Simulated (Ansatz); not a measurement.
**CH₅BrFNOSi (SMILES N[Si](O)(Br)CF): density, localisation and related maps**

Input file:

```
crystal:
  periodic: [false, false, false]
  atoms:
    - { symbol: "N", position_ang: [-1.4348, -1.0157, -0.1879] }
    - { symbol: Si, position_ang: [-0.259, 0.1111, 0.2409] }
    - { symbol: O, position_ang: [0.3418, -0.6309, 1.564] }
    - { symbol: Br, position_ang: [-1.1957, 1.9553, 0.9284] }
    - { symbol: C, position_ang: [0.9621, 0.4868, -1.1089] }
    - { symbol: F, position_ang: [2.0291, 1.1694, -0.5569] }
    - { symbol: H, position_ang: [-1.07469, -1.62632, -0.84371] }
    - { symbol: H, position_ang: [-2.16376, -0.45998, -0.64092] }
    - { symbol: H, position_ang: [1.0527, -0.0998, 2.0926] }
    - { symbol: H, position_ang: [1.3476, -0.4143, -1.537] }
    - { symbol: H, position_ang: [0.5273, 1.1292, -1.8538] }
basis:
  gaussian: { orbitals: def2-SVP }
hamiltonian:
  xc: { name: BHLYP }
relax:
  f_tol: 0.015
  max_steps: 40
output:
  orbitals: {}
```

Launched as:

```sh
ansatz run input.yaml --threads 2 --pin off --max-ram 3072MiB --backend cpu --events-out ev --progress --plain --runs-dir out
```

The fields are those of the relaxed geometry.

Theory: RKS BHLYP/def2-SVP in Ansatz 0.2.0.

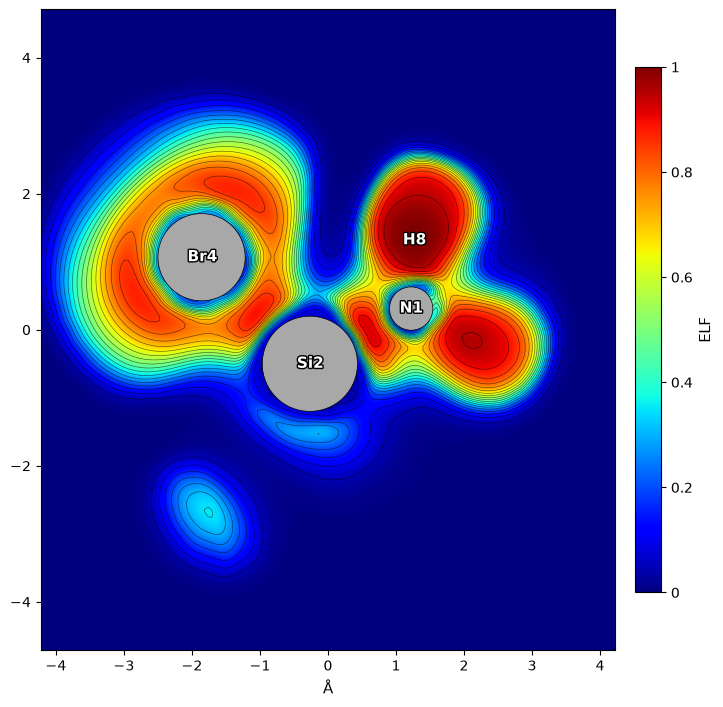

Figure 1. Electron localisation function on the plane of atoms N1, Si2 and Br4. Grey discs cover the atomic cores.

Q: What does the map show?

A:
- The section cuts through N, Si, Br and H sites.
- Si–N (1.70 Å): the ELF peaks at about 0.90 between the atoms (a shared but strongly polarised pair).
- Si–Br (2.23 Å): the ELF peaks at about 0.90 between the atoms: a polar covalent bond.
- N–H (1.01 Å): the ELF climbs to about 1 towards the hydrogen, as it does in any bond to H (an ordinary covalent bond to hydrogen).
- The ELF also peaks beside Br4, away from the bonds: lone-pair regions.

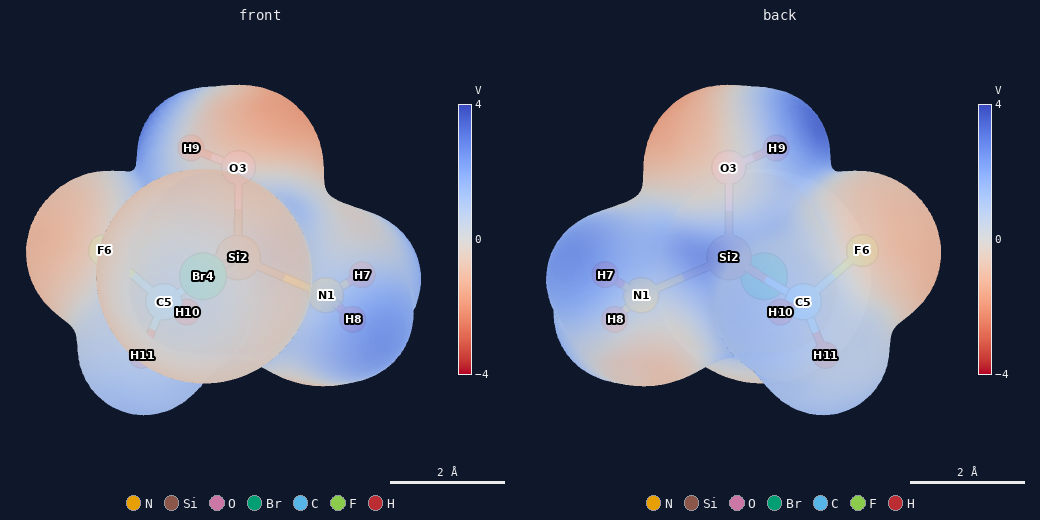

Figure 2. The electrostatic potential painted on the density surface at 0.004 e/bohr³, seen from the front and from behind; red is negative and blue positive.

Q: Where is the surface potential most negative and most positive?

A: The most negative region (about −1.6 V, or −37 kcal/mol for a unit charge) lies over O3, the most positive (about +3.1 V, or +71 kcal/mol for a unit charge) over H9. Br4 shows a σ-hole: about +0.3 V, or +7 kcal/mol for a unit charge at the tip opposite its bond, against about −0.5 V, or −12 kcal/mol for a unit charge on its flanks. O3 is the likeliest acceptor of a hydrogen bond.

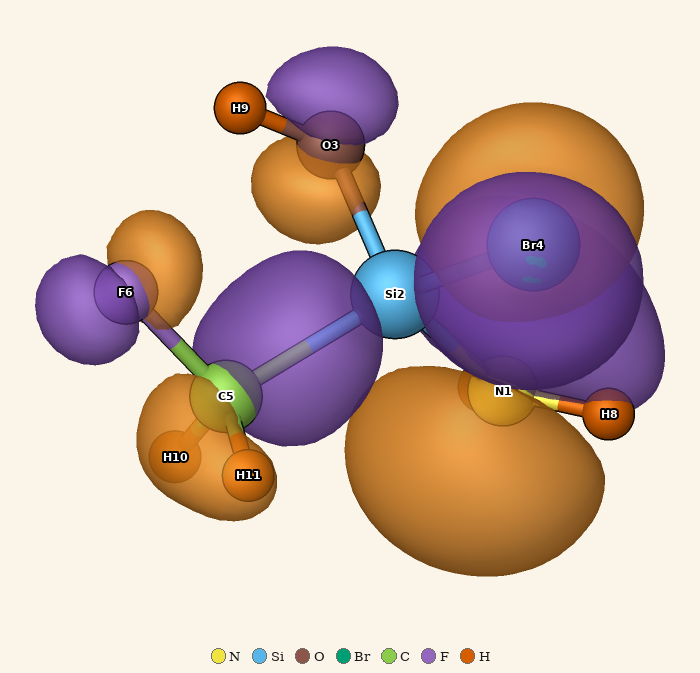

Figure 3. The HOMO at ±0.08 Å⁻³ᐟ² (orange and purple are the two phases), seen at a tilt.

Q: Where does this orbital lie, and at what energy?

A: Its weight (Hirshfeld) is mainly on N1 (about 50 %), Br4 (about 15 %), Si2 (about 10 %) and C5 (about 5 %). Its energy is −9.18 eV.
